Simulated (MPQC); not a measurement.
# PN (phosphorus nitride): a chain of runs, part 2 of 2

MPQC 2.3.1.

### Step 4. A geometry optimisation at B3LYP/6-31G(d) (spherical functions, hessian update BFGS) (run 5)

File mol.in:

```
% emacs should use -*- KeyVal -*- mode
molecule<Molecule>: (
  symmetry = c1
  unit = angstrom
  { atoms geometry } = {
    N  [ 0.000000 0.000000 0.000000 ]
    P  [ 0.000000 0.000000 1.490866 ]
  }
)
basis<GaussianBasisSet>: (
  name = "6-31G*"
  molecule = $:molecule
  basisdir = "."
  puream = yes
)
mpqc: (
  checkpoint = no
  savestate = no
  restart = no
  do_energy = yes
  do_gradient = no
  optimize = yes
  coor<CartMolecularCoor>: (
    molecule = $:molecule
  )
  mole<CLKS>: (
    molecule = $:molecule
    basis = $:basis
    total_charge = 0
    memory = 1000000000
    print_evals = yes
    print_npa = yes
    maxiter = 70
    functional<StdDenFunctional>: ( name = "B3LYP" )
    integrator<RadialAngularIntegrator>: ( grid = xfine )
    guess_wavefunction<CLHF>: (
      molecule = $:molecule
      total_charge = 0
      memory = 1000000000
      value_accuracy = 1e-3
      basis<GaussianBasisSet>: (
        name = "3-21G"
        molecule = $:molecule
      )
    )
    coor = $..:coor
  )
  opt<QNewtonOpt>: (
    function = $..:mole
    max_iterations = 40
    update<BFGSUpdate>: ()
    convergence<MolEnergyConvergence>: (
      cartesian = yes
      energy = $..:..:mole
    )
  )
)
```

The basis set 6-31G* is read from a file made from the Basis Set Exchange's data (not shown).

On the command line:

```
$ mpqc mol.in > mol.out
```

Standard output (excerpt; [...] marks lines left out):

```text
MPQC: Massively Parallel Quantum Chemistry
[...]
  Integrated electron density error = 0.000378350190
  iter     1 energy = -395.9922385868 delta = 2.53572e-01
  Integrated electron density error = 0.000038541964
  iter     2 energy = -396.0378770842 delta = 2.40998e-02
[...]
    symmetry = c1
[...]
  Integrated electron density error = -0.000000051125
  iter     6 energy = -396.0575960300 delta = 1.69427e-06
  Integrated electron density error = -0.000000051123
  iter     7 energy = -396.0575960333 delta = 6.11281e-06
  Integrated electron density error = -0.000000051121
  iter     8 energy = -396.0575960333 delta = 2.73675e-08
[...]
  LUMO is    12   A =  -0.083418
  total scf energy = -396.0575960333
[...]
  Integrated electron density error = -0.000000052574
  Total Gradient:
       1   N   0.0000000000   0.0000000000   0.0000217374
       2   P  -0.0000000000  -0.0000000000  -0.0000217374
  Max Gradient     :   0.0000217374   0.0001000000  yes
  Max Displacement :   0.0000154702   0.0001000000  yes
  Gradient*Displace:   0.0000000007   0.0001000000  yes
[...]
  Value of the MolecularEnergy: -396.0575960333
[...]
```

Wall time 17 s (1 thread of Arm Neoverse N1, shared host); peak memory 0.17 GiB.

Step by step:

```csv
step,energy from the first frame kept (eV),largest force (eV/Å)
0,0.0000,0.2759
1,-0.0005,0.1011
2,-0.0006,0.0011
```

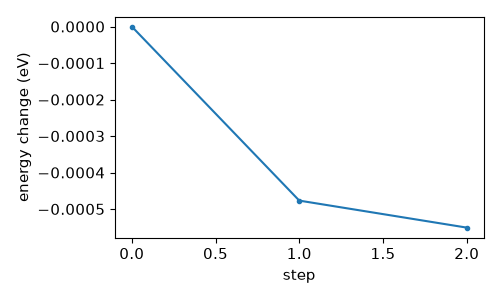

Energy along the run.

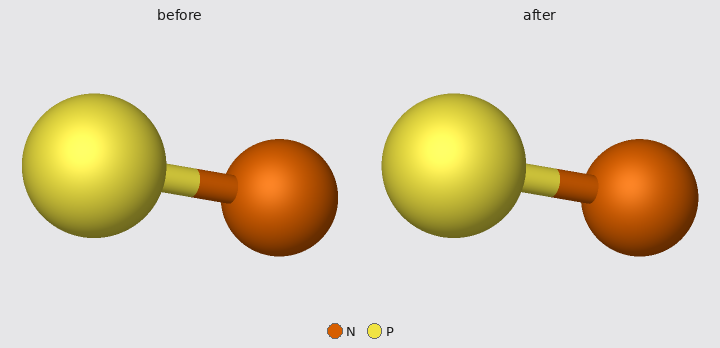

Before and after, at one scale.

After the run. Bond lengths: N1–P2 1.495 Å.

### Step 5. A structure relaxation at B3LYP/6-31G(d) (spherical functions, hessian update BFGS) (run 6)

mol.in, as its differences from that of step 4:

```diff
@@ -34,3 +34,3 @@
     functional<StdDenFunctional>: ( name = "B3LYP" )
-    integrator<RadialAngularIntegrator>: ( grid = xfine )
+    integrator<RadialAngularIntegrator>: ( grid = ultrafine )
     guess_wavefunction<CLHF>: (
```

The basis set 6-31G* is read from a file made from the Basis Set Exchange's data (not shown).

On the command line:

```
$ mpqc mol.in > mol.out
```

Standard output (excerpt; [...] marks lines left out):

```text
MPQC: Massively Parallel Quantum Chemistry
[...]
  Integrated electron density error = 0.000378350190
  iter     1 energy = -395.9922385868 delta = 2.53572e-01
  Integrated electron density error = 0.000038541964
  iter     2 energy = -396.0378770842 delta = 2.40998e-02
[...]
    symmetry = c1
[...]
  Integrated electron density error = -0.000000012150
  iter     7 energy = -396.0575962435 delta = 6.10852e-06
  Integrated electron density error = -0.000000012148
  iter     8 energy = -396.0575962435 delta = 5.73229e-08
  Integrated electron density error = -0.000000012148
  iter     9 energy = -396.0575962435 delta = 1.11601e-08
[...]
  LUMO is    12   A =  -0.083418
  total scf energy = -396.0575962435
[...]
  Integrated electron density error = -0.000000013866
  Total Gradient:
       1   N  -0.0000000000  -0.0000000000   0.0000216852
       2   P   0.0000000000   0.0000000000  -0.0000216852
  Max Gradient     :   0.0000216852   0.0001000000  yes
  Max Displacement :   0.0000154245   0.0001000000  yes
  Gradient*Displace:   0.0000000007   0.0001000000  yes
[...]
  Value of the MolecularEnergy: -396.0575962435
[...]
```

Wall time 31 s (1 thread of Arm Neoverse N1, shared host); peak memory 0.17 GiB.

Step by step:

```csv
step,energy from the first frame kept (eV),largest force (eV/Å)
0,0.0000,0.2760
1,-0.0005,0.1010
2,-0.0006,0.0011
```

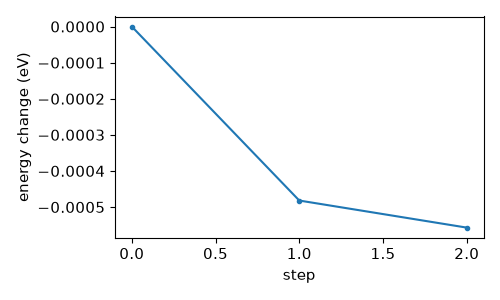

Energy along the run.

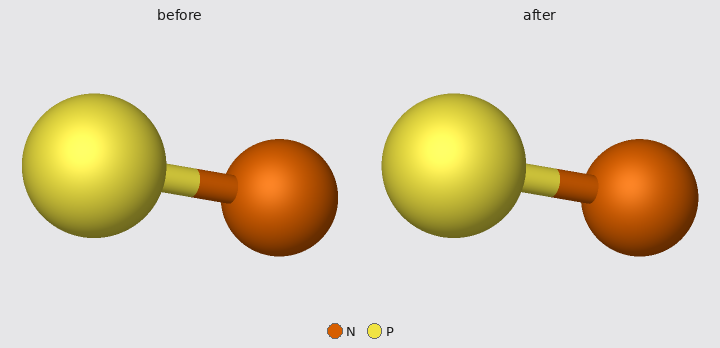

Before and after, at one scale.

After the run. Bond lengths: N1–P2 1.495 Å.

### Step 6. Overview of the runs

```csv
run,integration grid,energy (Eh),HOMO energy (eV),LUMO energy (eV),HOMO–LUMO gap (eV),wall time
2,coarse,-396.057556,-8.85,-2.27,6.58,3.9 s
3,medium,-396.057599,-8.85,-2.27,6.58,6 s
4,fine,-396.057595,-8.85,-2.27,6.58,9 s
5,xfine,-396.057596,-8.85,-2.27,6.58,17 s
6,ultrafine,-396.057596,-8.85,-2.27,6.58,31 s
```

Convergence of the total energy of singlet PN with the integration grid, against the last point:

```csv
integration grid,from the last (mEh),wall time
coarse,+0.040,3.9 s
medium,-0.003,6 s
fine,+0.001,9 s
xfine,+0.000,17 s
ultrafine,+0.000,31 s
```

Convergence of the HOMO energy of singlet PN with the integration grid, against the last point:

```csv
integration grid,from the last (eV),wall time
coarse,+0.0006,3.9 s
medium,-0.0000,6 s
fine,+0.0000,9 s
xfine,+0.0000,17 s
ultrafine,+0.0000,31 s
```

### Step 7. Outcome

This closing draws on all 2 parts.

| quantity | value |
| --- | --- |
| run 6, B3LYP/6-31G*: total energy at the end | -396.05760 Eh |
| run 6, B3LYP/6-31G*: HOMO energy | -8.85 eV |
| run 6, B3LYP/6-31G*: LUMO energy | -2.27 eV |
| run 6, B3LYP/6-31G*: HOMO–LUMO gap | 6.58 eV |
| run 6, B3LYP/6-31G*: bond length | 1.495 Å |

What this shows: For the total energy of singlet PN to stay within 0.01 mEh of the last point, medium is the first point of the series from which all later ones do (6 s against 31 s). Over the runs the total energy spans 0.001 eV, nearly all of it from run 2, B3LYP/6-31G*, which stands apart from the rest. All runs together took 66 s, the longest 31 s.
